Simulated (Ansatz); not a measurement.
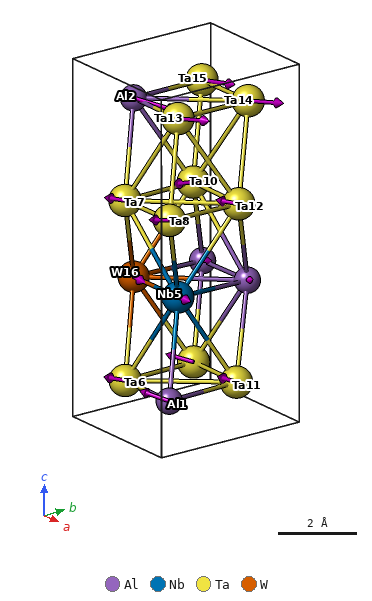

This is a relaxation of solid Ta10NbAl4W (a generated structure, set up in P1) (coarse preliminary run). The starting structure is drawn; purple arrows show the displacements (the part carried along by the change of the cell is left out), magnified 2 times.

The picture is a ball-and-stick view of the cell of the calculation, seen slightly off an axis.

Case: elements placed on the hcp lattice with unlike neighbours.

Theory: DFT PBE, scalar-relativistic, plane waves, PAW (Ansatz). Set-up: plane-wave cutoff 420 eV; k-point mesh 3 × 3 × 2; occupations gaussian; smearing width 0.1 eV; mesh shifted by (0, 0, 0.5); no spin polarisation; cell and atoms relaxed; force threshold 0.04 eV/Å; at most 50 steps.

> What happened in the run?

An Al atom moves most relative to the cell: 0.68 Å roughly along [2 1 0]. By element the largest moves are Al 0.68 Å, Ta 0.58 Å, Nb 0.25 Å, W 0.24 Å. The volume changes by −1.3 %, with a 5.890 → 5.646 Å (−4.2 %), b 5.890 → 6.364 Å (+8.0 %), c 9.425 → 9.383 Å (−0.4 %), β 90.0° → 92.6°, γ 120.0° → 123.9°. Among the contacts that change: Ta–Ta 4.117 → 3.042 Å, Ta–Ta 4.051 → 2.999 Å, Al–Ta 4.116 → 3.097 Å, Al–Ta 4.083 → 3.072 Å. New bonds form, among them: Nb–Ta (4.13 → 3.29 Å), Ta–Ta (4.05 → 3.00 Å), Ta–Ta (4.10 → 3.33 Å), Ta–Ta (4.12 → 3.04 Å). The space group stays P1 (No. 1). The energy falls by 2.857 eV per cell of the calculation in 10 accepted moves (11 points after the start). Largest force component: 0.95 eV/Å at the start, 0.027 eV/Å at the end. The pressure goes from 0.27 to 0.11 GPa. The SCF was repeated once at an unchanged geometry on a basis and grid sized afresh for the cell, which shifted the energy by 7.2 meV per cell of the calculation at most.
